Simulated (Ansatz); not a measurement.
SnH4ClO2: nudged elastic band (part 2 of 2)

Continued. System: SnH4ClO2, multiplicity 2. Method: UKS B3LYP-D4/def2-SVP (Ansatz 0.2.0). The run did not end well. One setting was made poor on purpose. It belongs to a series of runs on one base structure; here: band between the two ends.

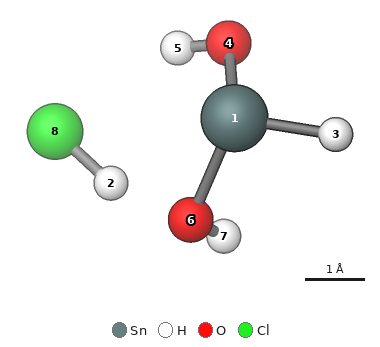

Fig. 1: The input geometry (ball-and-stick view, seen at a tilt; atoms are numbered from 1 in the order of the input). Sticks mark near contacts.

```
Unfinished report: {"positions_ang":[[0.6487118597178531,0.21179530509311476,-0.4366922164022646],[-0.7004915834687099,-0.5729538987538225,1.913510316715388],[0.7709384113085818,-0.4032481240721102,-2.084729586949375],[-0.946224541283418,1.4146687679103036,-0.46585056155122395],[-1.324656734118839,1.4734502365819169,0.43202545105294726],[-0.052291614351136426,-1.3688745652553715,0.7029125456321277],[-0.7261990132557843,-1.8869264871276519,0.2342043615597021],[-1.1341877845485484,0.4356887656236217,2.7144186899426983]],"unchecked":["starts","cluster_reference","orbital_swaps","neighbouring_geometries","increment"],"mean_field":{"relativity":"none","state":{"energy":{"ev":-22508.496688276835,"hartree":-827.1719964871488},"converged":true,"gradient_ev":0.00002295069446596085,"stability":{"kind":"minimum","curvature_ev":8.659067190865276},"curvature_floor_ev":0.00030000000000000003,"spin_squared":0.7549594280730254},"others":[],"fillings":{"estimated":0,"unestimated":0,"tried":0,"untried":0,"excluded_magnetic_sites":0},"n_dropped_functions":0,"n_trapped_functions":0,"passes":{"evaluations":4,"products":31},"factors":{"origin":"Cholesky decomposition","count":1043,"bound_ev":0.00031155566726980146},"gradient_stop_ev":0.00009,"reference_kind":"stationary","functional":{"name":"B3LYP","citations":["Stephens, Devlin, Chabalowski & Frisch, J. Phys. Chem. 98, 11623 (1994) doi:10.1021/j100096a001","Becke, Phys. Rev. A 38, 3098 (1988) doi:10.1103/PhysRevA.38.3098","Lee, Yang & Parr, Phys. Rev. B 37, 785 (1988) doi:10.1103/PhysRevB.37.785","Vosko, Wilk & Nusair, Can. J. Phys. 58, 1200 (1980) doi:10.1139/p80-159"],"text":"name \"B3LYP\"\ncite \"Stephens, Devlin, Chabalowski & Frisch, J. Phys. Chem. 98, 11623 (1994) doi:10.1021/j100096a001\"\ncite \"Becke, Phys. Rev. A 38, 3098 (1988) doi:10.1103/PhysRevA.38.3098\"\ncite \"Lee, Yang & Parr, Phys. Rev. B 37, 785 (1988) doi:10.1103/PhysRevB.37.785\"\ncite \"Vosko, Wilk & Nusair, Can. J. Phys. 58, 1200 (1980) doi:10.1139/p80-159\"\nparameter a0 = 0.2\nparameter ax = 0.72\nparameter ac = 0.81\nexchange = (1 - a0 - ax)*slater_x + ax*b88_x + a0*exact_x\ncorrelation = (1 - ac)*vwn_rpa_c + ac*lyp_c\n","parameters":{"a0":{"value":0.2,"default":0.2},"ac":{"value":0.81,"default":0.81},"ax":{"value":0.72,"default":0.72}},"final_grid":{"core_spheres":13.0,"valence_spheres":11.0,"degree":36.0},"final_grid_parameter_source":"default","radial_points_factor":1.0,"radial_grid_error_ev":6.729326096032238e-7,"grid_sensitivity":"normal","grid_sensitivity_ratio":0.0013437628806248659},"unsmoothed_excess_ev":-0.00024339747816159822,"symmetry":{"irreps":["A"],"axes":[[0.9995577916491643,-0.02546379354162633,0.015356313747629212],[0.025312343879097626,0.9996297997117034,0.009977413276326093],[-0.01560469162760051,-0.009584296886560257,0.9998323033651184]],"occupied":[{"A":30},{"A":29}]},"held":{"pivots":1043,"left_out":0,"joined":0},"density_repulsion":{"missed_ev":0.00001528360408695794,"excess_ev":0.0,"most_excess_ev":0.0001593,"are_drawn_again":false,"n_first_factors":1043,"energy_change_ev":0.0,"n_dropped_ends":0}},"factors":{"origin":"Cholesky decomposition","count":1043,"bound_ev":0.00031155566726980146},"n_frozen":0,"n_occupied":[30,29],"n_virtual":[62,63],"reference":{"ev":-22508.496688276835,"hartree":-827.1719964871488},"dispersion":{"energy":{"ev":-0.2868210052486982,"hartree":-0.010540477528629641},"switches_in_reach":[]},"total":{"ev":-22508.783509282082,"hartree":-827.1825369646774},"forces_ev_per_angstrom":[[-0.013553557345155922,-0.010958682554209315,0.03411794304506962],[0.018485151451407843,-0.029318387447296708,-0.04952628571524614],[-0.011769785553728086,-0.010757567011631091,-0.006184421456172199],[0.000249959679500528,0.014508852407618424,0.0015140776792404546],[0.014383993198401092,0.010328660501615858,0.005492349886807336],[-0.022343908454796668,0.04287271948990741,-0.010403865146657174],[0.030342235799004594,-0.03703862317848991,0.012017656349135824],[-0.01579408877810298,0.020363027797166377,0.012972545363703625]],"charge_distribution":{"dipole_moment_e_ang":[0.31776651984715737,-0.28716539535201197,-0.45945704876745713],"mulliken_charges_e":[0.7093637092300469,0.2068969275359125,-0.07811478175384301,-0.4472066640681387,0.1824848809398324,-0.49844788868294465,0.19532957132860695,-0.27030575452945627],"lowdin_charges_e":[0.3104617325817287,-0.045373193691878644,-0.0733320319305053,-0.02815093214382003,-0.07046804657791128,-0.06914805909479149,-0.019324194524144023,-0.00466527461867372]},"n_threads":4,"memory_gib":4.261363637633622,"seconds":{"hamiltonian":3.350646478,"orbitals":0.0,"second_order":0.0,"solver_start":0.0,"cycles":0.0,"cycle":0.0,"perturbative":0.0,"full_ci_increment":0.0,"forces":0.0}}
this run last wrote the band of iteration 60 to [file]
Error: NEB band did not converge after 60 iterations: max|band force component| = 1.05e-1 eV/Å (threshold 3.0e-2); raise `neb.max_iterations` in a new run, which can start from the last band evaluated (`neb.initial_path`, with `crystal.atoms` and `neb.final_atoms` set to its first and last images), add images, or start from endpoints closer to local minima. Where this run's directory can be resumed (`checkpoint.write`), a resume goes on for up to `neb.max_iterations` more; to start a new run from the last band, take its images' positions from the `neb_iteration` event of iteration 60 (`data.images[].positions_ang`), in the event stream of the run that computed that iteration (not this run's, if it was resumed behind it). With `checkpoint.write`, `steps/00-neb/state/checkpoint.json` in the run directory holds the last saved band, under `neb.evaluated.images[].positions_ang` (a band under a hybrid functional on support functions is neither saved nor resumed: `neb.initial_path` says where its path is): check the last entry of `neb.iterations` there, which is earlier than 60 if that iteration was not saved or its write failed. If the band's step has no `state` directory and holds `state.next`, a write was cut short, and the file is under `state.next` instead (behind a loss of power it can be under `state.prev`)
this run wrote the band of iteration 60 to [file] as well, whether or not its events were kept: a new run's `neb.initial_path` can list its `images[].positions_ang`
a run's events are kept only if it was started with --events-out <file>, and are in that file
```

The last band as extended XYZ (Å, eV, eV/Å)
```
8
Properties=species:S:1:pos:R:3:forces:R:3 image=0 energy=-22508.76848
Sn    0.6311    0.2270   -0.4479    0.0290  -0.0292   0.0584
H    -0.6585   -0.5605    1.9472    0.0955  -0.0248  -0.0562
H     0.7903   -0.3728   -2.0975   -0.0142  -0.0089  -0.0196
O    -1.0144    1.3579   -0.4820   -0.0802   0.0216   0.0864
H    -1.3931    1.4170    0.4174    0.0756   0.0142  -0.0952
O    -0.0008   -1.3854    0.6880   -0.3781  -0.0358  -0.1097
H    -0.7493   -1.8380    0.2501    0.3030   0.0861   0.1464
Cl   -1.0696    0.4583    2.7344   -0.0306  -0.0231  -0.0104
8
Properties=species:S:1:pos:R:3:forces:R:3 image=1 energy=-22508.78327
Sn    0.6487    0.2118   -0.4367   -0.0136  -0.0110   0.0341
H    -0.7005   -0.5730    1.9135    0.0185  -0.0293  -0.0495
H     0.7709   -0.4032   -2.0847   -0.0118  -0.0108  -0.0062
O    -0.9462    1.4147   -0.4659    0.0003   0.0145   0.0015
H    -1.3247    1.4734    0.4320    0.0144   0.0103   0.0055
O    -0.0523   -1.3689    0.7029   -0.0223   0.0429  -0.0104
H    -0.7262   -1.8869    0.2342    0.0303  -0.0370   0.0120
Cl   -1.1342    0.4357    2.7144   -0.0158   0.0204   0.0130
8
Properties=species:S:1:pos:R:3:forces:R:3 image=2 energy=-22508.78827
Sn    0.6666    0.1888   -0.4298    0.0098  -0.0219   0.0572
H    -0.7688   -0.5796    1.8806    0.0473  -0.0108  -0.0212
H     0.7333   -0.4388   -2.0734   -0.0056  -0.0105  -0.0380
O    -0.8611    1.4757   -0.4366   -0.0073  -0.0069  -0.0358
H    -1.2539    1.5189    0.4557    0.0094   0.0192   0.0443
O    -0.0804   -1.3733    0.7081   -0.0434   0.0621  -0.0199
H    -0.7125   -1.9234    0.2192    0.0240  -0.0438  -0.0014
Cl   -1.1875    0.4354    2.6859   -0.0341   0.0126   0.0148
8
Properties=species:S:1:pos:R:3:forces:R:3 image=3 energy=-22508.79479
Sn    0.6843    0.1577   -0.4296   -0.0124   0.0020   0.0054
H    -0.8456   -0.5733    1.8596    0.0002   0.0009  -0.0017
H     0.6967   -0.4666   -2.0794   -0.0061  -0.0019  -0.0077
O    -0.7715    1.5272   -0.4065    0.0137  -0.0048   0.0046
H    -1.1592    1.5733    0.4892    0.0045   0.0063   0.0068
O    -0.1359   -1.3617    0.7057    0.0065   0.0092  -0.0172
H    -0.6726   -1.9909    0.1994    0.0068  -0.0145   0.0123
Cl   -1.2607    0.4379    2.6713   -0.0132   0.0028  -0.0025
8
Properties=species:S:1:pos:R:3:forces:R:3 image=4 energy=-22508.79835
Sn    0.7060    0.1256   -0.4419   -0.0074   0.0066   0.0072
H    -0.9158   -0.5637    1.8413   -0.0014  -0.0022  -0.0052
H     0.6501   -0.4866   -2.0965   -0.0086  -0.0019  -0.0045
O    -0.6728    1.5707   -0.3687    0.0124  -0.0078   0.0035
H    -1.0679    1.6035    0.5250    0.0030   0.0026   0.0012
O    -0.1625   -1.3544    0.7043    0.0078   0.0047  -0.0139
H    -0.6434   -2.0305    0.2033    0.0042  -0.0070   0.0086
Cl   -1.3581    0.4389    2.6430   -0.0100   0.0050   0.0031
8
Properties=species:S:1:pos:R:3:forces:R:3 image=5 energy=-22508.80062
Sn    0.7293    0.0936   -0.4536    0.0024  -0.0031   0.0000
H    -0.9836   -0.5527    1.8188   -0.0044   0.0003  -0.0020
H     0.6004   -0.5020   -2.1117   -0.0047  -0.0001  -0.0012
O    -0.5692    1.6062   -0.3292   -0.0010   0.0038   0.0055
H    -0.9780    1.6253    0.5591    0.0031   0.0005  -0.0024
O    -0.1872   -1.3452    0.7030    0.0047   0.0012  -0.0030
H    -0.6177   -2.0630    0.2151    0.0028  -0.0037   0.0031
Cl   -1.4584    0.4414    2.6083   -0.0029   0.0011   0.0000
8
Properties=species:S:1:pos:R:3:forces:R:3 image=6 energy=-22508.80153
Sn    0.7519    0.0600   -0.4671   -0.0026   0.0160  -0.0076
H    -1.0494   -0.5398    1.7973    0.0076  -0.0066  -0.0075
H     0.5460   -0.5110   -2.1283   -0.0003   0.0017   0.0060
O    -0.4640    1.6349   -0.2870    0.0058  -0.0130   0.0004
H    -0.8896    1.6395    0.5937    0.0030   0.0004   0.0003
O    -0.2025   -1.3391    0.7030   -0.0242  -0.0099  -0.0022
H    -0.5974   -2.0866    0.2293    0.0117   0.0086   0.0102
Cl   -1.5594    0.4456    2.5687   -0.0010   0.0029   0.0003
```

This output came from the following input.

The input
```yaml
crystal:
  periodic: [false, false, false]
  atoms:
    - { symbol: Sn, position_ang: [0.631094, 0.227026, -0.447861] }
    - { symbol: H, position_ang: [-0.658509, -0.560486, 1.947223] }
    - { symbol: H, position_ang: [0.790253, -0.372757, -2.097489] }
    - { symbol: O, position_ang: [-1.014365, 1.357902, -0.481962] }
    - { symbol: H, position_ang: [-1.393148, 1.41701, 0.417436] }
    - { symbol: O, position_ang: [-0.000849, -1.38542, 0.68797] }
    - { symbol: H, position_ang: [-0.749269, -1.838025, 0.250083] }
    - { symbol: Cl, position_ang: [-1.069608, 0.45835, 2.734399] }
magnetization:
  spin_polarized: true
  initial_magnetization: 1
basis:
  gaussian: { orbitals: def2-SVP }
hamiltonian:
  xc: b3lyp
  dispersion: d4
neb:
  order_check: false
  images: 5
  f_tol: 0.03
  max_iterations: 60
  initial_path: linear
  final_atoms:
    - { symbol: Sn, position_ang: [0.63272078, 0.20058311, -0.58198938] }
    - { symbol: H, position_ang: [-0.83905346, -0.54402942, 1.86978697] }
    - { symbol: H, position_ang: [0.38658573, -0.50180542, -2.18645711] }
    - { symbol: O, position_ang: [-0.81502433, 1.55984689, -0.36395481] }
    - { symbol: H, position_ang: [-1.15830395, 1.54998255, 0.55197726] }
    - { symbol: O, position_ang: [0.03558807, -1.25987199, 0.74012332] }
    - { symbol: H, position_ang: [-0.26442556, -2.09134351, 0.34297658] }
    - { symbol: Cl, position_ang: [-1.44248827, 0.39023779, 2.63733616] }
```

Launched with:
```bash
ansatz run input.yaml --threads 4 --pin off --max-ram 5120MiB --backend cpu --events-out ev --progress --plain --runs-dir out
```

What the run reported

- outcome: not converged
- barrier, forward (band not converged): −0.015 eV
- barrier, backward: 0.018 eV
- hardware: 4 threads of AMD EPYC (Zen 3), 32 GiB of memory available, shared host
- wall time: 17 min (CPU time 63 min)
- peak memory: 0.3 GiB

What went wrong

The run did not converge: “NEB band did not converge after 60 iterations: max|band force component| = 1.05e-1 eV/Å (threshold 3.0e-2); raise `neb.max_iterations` in a new run, which can start from the last band evaluated (`neb.initial_path`, with `crystal.atoms` and `neb.final_atoms` set to its first and last images), add images, or start from endpoints closer to local minima …” Its last values are not results. A deliberately poor setting: straight start.
